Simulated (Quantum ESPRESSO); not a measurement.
# 1T-SnSe2, layer by layer, part 5 of 7

What does each added layer of 1T-SnSe2 bring in screening, and what does it do to the gap?

Quantum ESPRESSO 7.5; plane-wave DFT, PBE, GBRV ultrasoft pseudopotentials.

So far. Step 7 (Electrostatic potential, 1 layer): The slope in the vacuum is 0.100 eV/Å for an applied 0.10 V/Å, as it should be. Step 8 (Band structure, 1 layer: no field): Along this path the valence top lies between Γ and M and the conduction bottom at M.

### 10. Relaxing cell and ions, 2 layers

Level of this step: plane-wave DFT, PBE-D3(BJ), GBRV ultrasoft pseudopotentials (Quantum ESPRESSO 7.5).

System of this step: 1T-SnSe2, 2 layers, AA stacking. The cell holds 6 atoms: 4 Se and 2 Sn. Cell: a = 3.870 Å, b = 3.870 Å, c = 24.521 Å, α = 90.0°, β = 90.0°, γ = 120.0°. It derives from SnSe2. Vacuum lies along c.

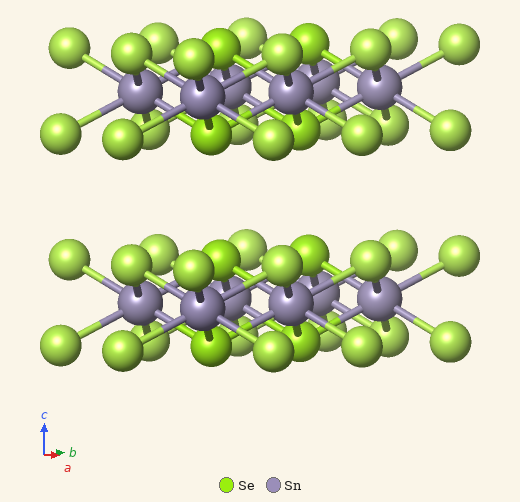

The cell of this step (selenium green, tin purple). 1×2×1 cells are drawn. Some periodic images of atoms are drawn too.

The input, n2.relax.in:

```
&control
  prefix = 'n2.relax'
  outdir = './out'
  pseudo_dir = './pseudo'
  nstep = 50
  forc_conv_thr = 0.0004
  calculation = 'vc-relax'
  etot_conv_thr = 1e-06
/
&system
  ibrav = 0
  nat = 6
  ntyp = 2
  ecutwfc = 50
  ecutrho = 250
  vdw_corr = 'grimme-d3'
  dftd3_version = 4
  occupations = 'smearing'
  smearing = 'fd'
  degauss = 0.004
/
&electrons
  conv_thr = 1e-09
  mixing_beta = 0.4
  electron_maxstep = 120
  mixing_mode = 'plain'
/
&ions
/
&cell
  cell_dofree = '2Dxy'
  press_conv_thr = 0.3
/
ATOMIC_SPECIES
  Se  78.9710  se_pbe_v1.uspp.F.UPF
  Sn  118.7100  sn_pbe_v1.4.uspp.F.UPF
CELL_PARAMETERS angstrom
  3.87000000000000 0.00000000000000 0.00000000000000
  -1.93500000000000 3.35151831264578 0.00000000000000
  0.00000000000000 0.00000000000000 24.52097808570478
ATOMIC_POSITIONS crystal
  Se  0.666666666667 0.333333333333 0.346641963885
  Sn  0.000000000000 0.000000000000 0.389676320742
  Se  0.333333333333 0.666666666667 0.432710677599
  Se  0.666666666667 0.333333333333 0.567289322401
  Sn  0.000000000000 0.000000000000 0.610323679258
  Se  0.333333333333 0.666666666667 0.653358036115
K_POINTS automatic
  6 6 1 0 0 0
```

On the command line:

```sh
$ OMP_NUM_THREADS=1 mpirun -n 4 pw.x -nk 2 -in n2.relax.in > n2.relax.out
```

The program printed:

```text
[banner, memory and clock lines left out]
Program PWSCF v.7.5 starts

          URL

     Message from routine setup:
     using ibrav=0 with symmetry is DISCOURAGED, use correct ibrav instead

     bravais-lattice index     =            0
     lattice parameter (alat)  =       7.3132  a.u.
     unit-cell volume          =    2146.2828 (a.u.)^3
     number of atoms/cell      =            6
     number of atomic types    =            2
     number of electrons       =        52.00
     number of Kohn-Sham states=           31
     kinetic-energy cutoff     =      50.0000  Ry
     charge density cutoff     =     250.0000  Ry
     scf convergence threshold =      1.0E-09
     mixing beta               =       0.4000
     number of iterations used =            8  plain     mixing
     energy convergence thresh.=      1.0E-06
     force convergence thresh. =      4.0E-04
     press convergence thresh. =      3.0E-01
     Exchange-correlation=  SLA  PW   PBX  PBC
                           (   1   4   3   4   0   0   0)
     nstep                     =           50

     celldm(1)=   7.313240  celldm(2)=   0.000000  celldm(3)=   0.000000
     celldm(4)=   0.000000  celldm(5)=   0.000000  celldm(6)=   0.000000

     crystal axes: (cart. coord. in units of alat)
               a(1) = (   1.000000   0.000000   0.000000 )
               a(2) = (  -0.500000   0.866025   0.000000 )
               a(3) = (   0.000000   0.000000   6.336170 )

     reciprocal axes: (cart. coord. in units 2 pi/alat)
               b(1) = (  1.000000  0.577350 -0.000000 )
               b(2) = (  0.000000  1.154701  0.000000 )
               b(3) = (  0.000000 -0.000000  0.157824 )

     PseudoPot. # 1 for Se read from file:
     ./pseudo/se_pbe_v1.uspp.F.UPF
     Pseudo is Ultrasoft + core correction, Zval =  6.0
     Generated by new atomic code, or converted to UPF format
     Using radial grid of  877 points,  6 beta functions with:
                l(1) =   0
                l(2) =   0
                l(3) =   1
                l(4) =   1
                l(5) =   2
                l(6) =   2
     Q(r) pseudized with  8 coefficients,  rinner =    1.300   1.300   1.300
                                                       1.300   1.300

     PseudoPot. # 2 for Sn read from file:
     ./pseudo/sn_pbe_v1.4.uspp.F.UPF
     Pseudo is Ultrasoft + core correction, Zval = 14.0
     Generated by new atomic code, or converted to UPF format
     Using radial grid of  891 points,  6 beta functions with:
                l(1) =   0
                l(2) =   0
                l(3) =   1
                l(4) =   1
                l(5) =   2
                l(6) =   2
     Q(r) pseudized with  8 coefficients,  rinner =    1.350   1.350   1.350
                                                       1.350   1.350

     atomic species   valence    mass     pseudopotential
     Se                6.00    78.97100     Se( 1.00)
     Sn               14.00   118.71000     Sn( 1.00)

     12 Sym. Ops., with inversion, found

   Cartesian axes

     site n.     atom                  positions (alat units)
         1        Se     tau(   1) = (   0.5000000   0.2886751   2.1963824  )
         2        Sn     tau(   2) = (   0.0000000   0.0000000   2.4690554  )
         3        Se     tau(   3) = (  -0.0000000   0.5773503   2.7417284  )
         4        Se     tau(   4) = (   0.5000000   0.2886751   3.5944416  )
         5        Sn     tau(   5) = (   0.0000000   0.0000000   3.8671146  )
         6        Se     tau(   6) = (  -0.0000000   0.5773503   4.1397876  )

     DFT-D3 Dispersion Correction (3-body terms):
       Reference C6 values for interpolation:

         atom   Coordination number   C6
         Se         0.000           427.35
         Se         0.990           427.57
         Se         1.981           421.05
         Sn         0.000          1255.14
         Sn         0.951          1084.09
         Sn         1.950          1010.83
         Sn         2.926           818.29
         Sn         3.912           672.20

       Values used:

         atom   Coordination number  R0_AB[au]  C6      C8
         Se         4.095            3.332    421.05  29958.36
         Sn         6.644            3.957    672.20  84369.06
         Se         4.152            3.332    421.05  29958.36
         Se         4.152            3.332    421.05  29958.36
         Sn         6.644            3.957    672.20  84369.06
         Se         4.095            3.332    421.05  29958.36

         Molecular C6 ( Ry / a.u.^6 ) =     17927.66

     number of k points=     7  Fermi-Dirac smearing, width (Ry)=  0.0040
                       cart. coord. in units 2pi/alat
        k(    1) = (   0.0000000   0.0000000   0.0000000), wk =   0.0555556
        k(    2) = (   0.0000000   0.1924501   0.0000000), wk =   0.3333333
        k(    3) = (   0.0000000   0.3849002   0.0000000), wk =   0.3333333
        k(    4) = (   0.0000000  -0.5773503   0.0000000), wk =   0.1666667
        k(    5) = (   0.1666667   0.2886751   0.0000000), wk =   0.3333333
        k(    6) = (   0.1666667   0.4811252   0.0000000), wk =   0.6666667
        k(    7) = (   0.3333333   0.5773503   0.0000000), wk =   0.1111111

     Dense  grid:   143405 G-vectors     FFT dimensions: (  40,  40, 240)

     Smooth grid:   102701 G-vectors     FFT dimensions: (  36,  36, 216)

     Initial potential from superposition of free atoms

     starting charge      49.9996, renormalised to      52.0000

     negative rho (up, down):  2.735E-04 0.000E+00
     Starting wfcs are   34 randomized atomic wfcs

     per-process dynamical memory:    83.6 Mb

     Self-consistent Calculation

     iteration #  1     ecut=    50.00 Ry     beta= 0.40
     Davidson diagonalization with overlap
     ethr =  1.00E-02,  avg # of iterations =  3.9

     negative rho (up, down):  8.392E-05 0.000E+00

     total energy              =    -492.53611936 Ry
     estimated scf accuracy    <       1.11653993 Ry

     iteration #  2     ecut=    50.00 Ry     beta= 0.40
     Davidson diagonalization with overlap
     ethr =  2.15E-03,  avg # of iterations =  2.1

     negative rho (up, down):  1.806E-04 0.000E+00

     total energy              =    -492.74014379 Ry
     estimated scf accuracy    <       0.07869863 Ry

     iteration #  3     ecut=    50.00 Ry     beta= 0.40
     Davidson diagonalization with overlap
     ethr =  1.51E-04,  avg # of iterations =  4.3

     negative rho (up, down):  2.768E-04 0.000E+00

     total energy              =    -492.75928142 Ry
     estimated scf accuracy    <       0.01113268 Ry

[...]
-2.4620  -1.9247  -1.4641  -1.2577  -1.1094  -0.9778  -0.9556  -0.0531
     0.1407   0.2097   2.1130   2.5709   3.9226   4.3092   4.9687

          k = 0.0000 0.3876 0.0000 ( 12810 PWs)   bands (ev):

   -21.0284 -21.0281 -20.9741 -20.9739 -20.9654 -20.9651 -20.9370 -20.9368
   -20.9362 -20.9361 -12.6479 -12.3748 -11.6391 -11.4391  -6.3975  -6.1733
    -4.0523  -3.4355  -2.5804  -2.0352  -1.7987  -1.7407  -0.8083  -0.3258
    -0.2724   0.0791   1.3165   1.7751   4.2618   4.4394   5.5368

          k =-0.0000-0.5813 0.0000 ( 12842 PWs)   bands (ev):

   -21.0418 -21.0413 -20.9727 -20.9727 -20.9698 -20.9696 -20.9285 -20.9284
   -20.9283 -20.9282 -12.0665 -11.8693 -11.4962 -11.4578  -6.9592  -6.8192
    -4.5783  -4.0265  -2.6709  -2.3342  -2.0388  -1.8260  -0.9764  -0.4680
    -0.4586  -0.0197   0.9615   1.3408   4.1147   4.3241   5.2124

          k = 0.1678 0.2907 0.0000 ( 12822 PWs)   bands (ev):

   -21.0160 -21.0156 -20.9814 -20.9813 -20.9586 -20.9583 -20.9496 -20.9495
   -20.9359 -20.9359 -12.8572 -12.5691 -11.7358 -11.4870  -6.0591  -5.9593
    -3.4213  -3.0667  -2.7337  -2.3772  -1.7227  -1.1947  -0.8918  -0.8387
    -0.4055   0.2615   2.2554   2.2983   4.7435   4.9180   5.2431

          k = 0.1678 0.4845 0.0000 ( 12810 PWs)   bands (ev):

   -21.0285 -21.0280 -20.9834 -20.9832 -20.9620 -20.9618 -20.9390 -20.9389
   -20.9282 -20.9282 -12.1275 -11.9167 -11.4601 -11.3870  -6.8077  -6.7298
    -4.2617  -3.7101  -3.2399  -2.8512  -2.5024  -2.1193  -1.2171  -0.8351
    -0.3397  -0.1249   1.7327   2.0174   4.8465   5.2125   5.4968

          k = 0.3356 0.5813 0.0000 ( 12822 PWs)   bands (ev):

   -21.0094 -21.0094 -21.0056 -21.0056 -20.9474 -20.9474 -20.9472 -20.9472
   -20.9313 -20.9313 -11.6868 -11.6868 -11.4150 -11.4150  -7.0575  -6.9519
    -3.9220  -3.9220  -3.3972  -3.2732  -3.2732  -2.9399  -1.2042  -1.2042
    -0.1699  -0.1699   1.4739   2.4718   5.0919   5.0919   6.4478

     the Fermi energy is     0.6423 ev

!    total energy              =    -493.17040618 Ry
     estimated scf accuracy    <          3.2E-10 Ry
     smearing contrib. (-TS)   =      -0.00002920 Ry
     internal energy E=F+TS    =    -493.17037698 Ry

     The total energy is F=E-TS. E is the sum of the following terms:
     one-electron contribution =   -1992.51767746 Ry
     hartree contribution      =    1014.17315716 Ry
     xc contribution           =    -204.95809628 Ry
     ewald contribution        =     690.26709295 Ry
     DFT-D3 Dispersion         =      -0.13485335 Ry

     convergence has been achieved in  11 iterations

     negative rho (up, down):  3.047E-04 0.000E+00

     Forces acting on atoms (cartesian axes, Ry/au):

     atom    1 type  1   force =     0.00000000    0.00000000   -0.00014787
     atom    2 type  2   force =    -0.00000000    0.00000000   -0.01396827
     atom    3 type  1   force =    -0.00000000   -0.00000000    0.00806855
     atom    4 type  1   force =     0.00000000   -0.00000000   -0.00806855
     atom    5 type  2   force =     0.00000000    0.00000000    0.01396827
     atom    6 type  1   force =    -0.00000000   -0.00000000    0.00014787

     Total force =     0.022814     Total SCF correction =     0.000062

     Computing stress (Cartesian axis) and pressure

     negative rho (up, down):  3.047E-04 0.000E+00
          total   stress  (Ry/bohr**3)                   (kbar)     P=        1.54
   0.00000312  -0.00000000   0.00000000            0.46       -0.00        0.00
  -0.00000000   0.00000312   0.00000000           -0.00        0.46        0.00
   0.00000000   0.00000000   0.00002511            0.00        0.00        3.69

     Energy error            =      1.4E-03 Ry
     Gradient error          =      1.4E-02 Ry/Bohr
     Cell gradient error     =      4.6E-01 kbar

     number of scf cycles    =  17
     number of bfgs steps    =  16

     enthalpy           old  =    -493.1690320667 Ry
     enthalpy           new  =    -493.1704061782 Ry

     CASE: enthalpy          _new < enthalpy          _old

     new trust radius        =       0.1604558702 bohr
     new conv_thr            =       0.0000000003 Ry

     new unit-cell volume =   2101.38626 a.u.^3 (   311.39332 Ang^3 )
     density =      2.95055 g/cm^3

CELL_PARAMETERS (angstrom)
   3.829309184  -0.000000000   0.000000000
  -1.914654592   3.316279032   0.000000000
   0.000000000   0.000000000  24.520978086

ATOMIC_POSITIONS (crystal)
Se               0.6666666667        0.3333333333        0.3163824061
Sn               0.0000000000        0.0000000000        0.3818856379
Se               0.3333333333        0.6666666667        0.4458162879
Se               0.6666666667        0.3333333333        0.5541837121
Sn               0.0000000000        0.0000000000        0.6181143621
Se               0.3333333333        0.6666666667        0.6836175939

     XML data file
     NEW-OLD atomic charge density approx. for the potential
     New effective cutoffs (rho, wfc):  255.15   51.06

     negative rho (up, down):  3.823E-04 0.000E+00

     per-process dynamical memory:    88.5 Mb

     Self-consistent Calculation

     iteration #  1     ecut=    50.00 Ry     beta= 0.40
     Davidson diagonalization with overlap
     ethr =  1.00E-06,  avg # of iterations = 15.7

     negative rho (up, down):  2.588E-04 0.000E+00

     total energy              =    -493.11481331 Ry
     estimated scf accuracy    <       0.11317894 Ry

     iteration #  2     ecut=    50.00 Ry     beta= 0.40
     Davidson diagonalization with overlap
     ethr =  2.18E-04,  avg # of iterations =  4.6

     negative rho (up, down):  2.566E-04 0.000E+00

     total energy              =    -493.09026341 Ry
     estimated scf accuracy    <       0.86525198 Ry

     iteration #  3     ecut=    50.00 Ry     beta= 0.40
     Davidson diagonalization with overlap
     ethr =  2.18E-04,  avg # of iterations =  4.1

     negative rho (up, down):  2.740E-04 0.000E+00

     total energy              =    -493.17112238 Ry
     estimated scf accuracy    <       0.00074950 Ry

     iteration #  4     ecut=    50.00 Ry     beta= 0.40
     Davidson diagonalization with overlap
     ethr =  1.44E-06,  avg # of iterations = 10.0

     negative rho (up, down):  2.904E-04 0.000E+00

     total energy              =    -493.17184565 Ry
     estimated scf accuracy    <       0.00074772 Ry

     iteration #  5     ecut=    50.00 Ry     beta= 0.40
     Davidson diagonalization with overlap
     ethr =  1.44E-06,  avg # of iterations =  2.0

     negative rho (up, down):  3.049E-04 0.000E+00

     total energy              =    -493.17193073 Ry
     estimated scf accuracy    <       0.00003230 Ry

     iteration #  6     ecut=    50.00 Ry     beta= 0.40
     Davidson diagonalization with overlap
     ethr =  6.21E-08,  avg # of iterations =  3.0

     negative rho (up, down):  3.138E-04 0.000E+00

     total energy              =    -493.17194351 Ry
     estimated scf accuracy    <       0.00001068 Ry

     iteration #  7     ecut=    50.00 Ry     beta= 0.40
     Davidson diagonalization with overlap
     ethr =  2.05E-08,  avg # of iterations =  1.9

     negative rho (up, down):  3.194E-04 0.000E+00

     total energy              =    -493.17194460 Ry
     estimated scf accuracy    <       0.00000101 Ry

     iteration #  8     ecut=    50.00 Ry     beta= 0.40
     Davidson diagonalization with overlap
     ethr =  1.95E-09,  avg # of iterations =  5.7

     negative rho (up, down):  3.229E-04 0.000E+00

     total energy              =    -493.17194620 Ry
     estimated scf accuracy    <       0.00000026 Ry

     iteration #  9     ecut=    50.00 Ry     beta= 0.40
     Davidson diagonalization with overlap
     ethr =  4.94E-10,  avg # of iterations =  5.0

     negative rho (up, down):  3.251E-04 0.000E+00

     total energy              =    -493.17194629 Ry
     estimated scf accuracy    <          8.4E-09 Ry

     iteration # 10     ecut=    50.00 Ry     beta= 0.40
     Davidson diagonalization with overlap
     ethr =  1.62E-11,  avg # of iterations = 10.6

     negativ
```

Elapsed: 12 min, on 4 MPI ranks of Arm Neoverse V2, shared host; peak memory 0.9 GiB; 48 min of CPU time.

The steps of the relaxation (22 of 25):

```tsv
step	energy less that of the first step (eV)	largest force (eV/Å)	volume (Å³)
1	0.0000	5.2453	318.05
2	-2.8122	3.3690	333.79
3	-4.4283	1.8341	347.70
4	-5.0013	0.7753	355.61
6	-5.2107	0.0358	351.90
7	-5.3122	0.2241	344.36
8	-5.4220	0.4121	333.21
9	-5.5055	0.4183	317.97
10	-5.5199	0.2140	317.50
11	-5.5237	0.1607	318.00
12	-5.5268	0.1650	317.94
14	-5.5393	0.2320	317.29
15	-5.5500	0.2851	316.52
16	-5.5646	0.3322	315.35
17	-5.5833	0.3591	313.69
18	-5.6043	0.3386	311.39
19	-5.6188	0.2086	309.41
20	-5.6211	0.1004	309.25
22	-5.6217	0.0079	309.31
23	-5.6217	0.0039	309.30
24	-5.6217	0.0019	309.30
25	-5.6005	0.0020	309.30
```

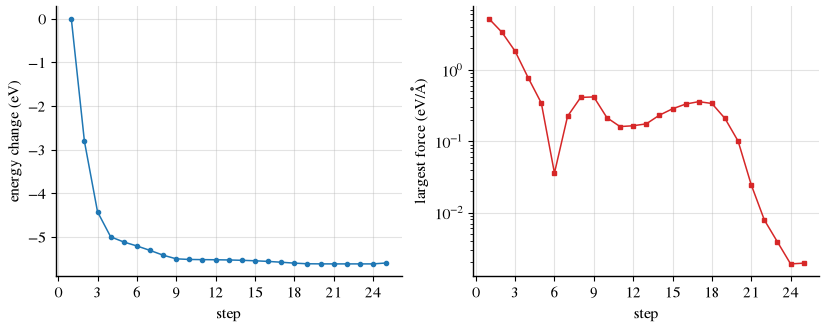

Energy and largest force along the relaxation.

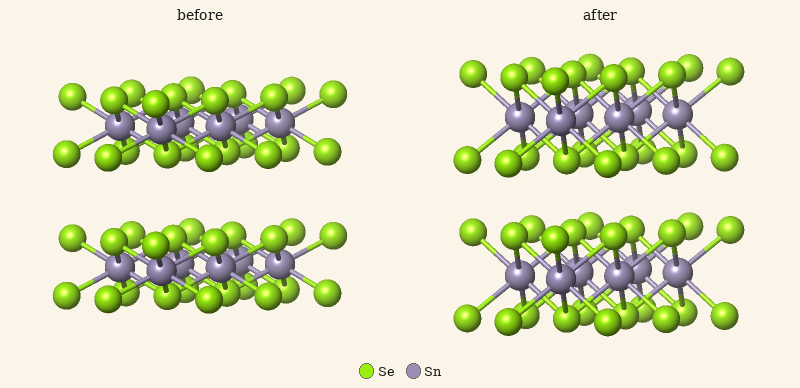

The structure before and after the relaxation, drawn at the same scale.

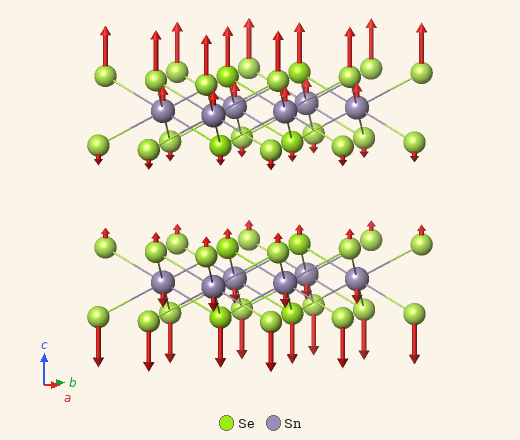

Displacements in the relaxation, exaggerated, measured against the changing cell; the longest in the cell stands for 0.87 Å. 1×2×1 cells are drawn. Some periodic images of atoms are drawn too.

```tsv
cell as run	before	after	change
a (Å)	3.870	3.816	-1.4 %
b (Å)	3.870	3.816	-1.4 %
```

The atoms that moved most (Å, along periodic axes as changes of fractional coordinates times the final cell, across vacuum about the mean position):

```tsv
atom	dx	dy	dz	length
Se6	0.000	0.000	0.868	0.868
Se1	0.000	0.000	-0.868	0.868
Sn2	0.000	0.000	-0.322	0.322
Sn5	0.000	0.000	0.322	0.322
Se4	0.000	0.000	-0.225	0.225
Se3	0.000	0.000	0.225	0.225
```

Final coordinates:

```cif
data_structure
_symmetry_space_group_name_H-M 'P 1'
_symmetry_Int_Tables_number 1
_cell_length_a 3.8164
_cell_length_b 3.8164
_cell_length_c 24.5210
_cell_angle_alpha 90.000
_cell_angle_beta 90.000
_cell_angle_gamma 120.000
_cell_volume 309.30
loop_
_atom_site_label
_atom_site_type_symbol
_atom_site_fract_x
_atom_site_fract_y
_atom_site_fract_z
_atom_site_occupancy
Se1 Se 0.66667 0.33333 0.31124 1
Sn2 Sn 0.00000 0.00000 0.37656 1
Se3 Se 0.33333 0.66667 0.44190 1
Se4 Se 0.66667 0.33333 0.55810 1
Sn5 Sn 0.00000 0.00000 0.62344 1
Se6 Se 0.33333 0.66667 0.68876 1
```

 The last row is no step: it is a fresh SCF in the final cell with a new plane-wave basis, +21 meV from the row before, a sign that the cell is biased by the basis (Pulay stress).

Numbers from this step:

| Quantity | Value |
| --- | --- |
| free energy | -6709.9424 eV |
| energy at zero smearing | -6709.9421 eV |
| Fermi energy | 0.6952 eV |

[end of part 5 of 7]

[Logs are printed without paths, hosts, clocks, repeated set-up lines and the standing remarks that a program may print on its own settings, such as how far it seeks lower states.]

[Hosts, paths, dates, database ids (printed as entryN), source tags and the programs' standing remarks are cut or masked in the printed files.]

[Maps of the electrostatic potential energy from Ansatz leave out the sawtooth potential of an applied field or a dipole correction, so their vacuum need not be flat; planar profiles and work functions include it.]
